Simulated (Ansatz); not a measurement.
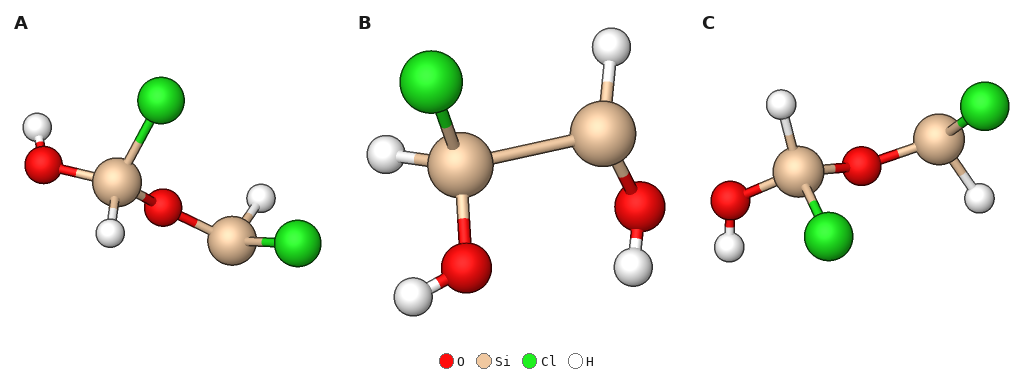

Figure made from data computed with Ansatz.

The species is neutral and a spin doublet.

**Which panel belongs to which SMILES?**
(1) O[SiH][Si@@H](O)Cl
(2) O[Si@@H](Cl)O[SiH]Cl
(3) O[Si@H](Cl)O[SiH]Cl

A is (3), B is (1), C is (2).
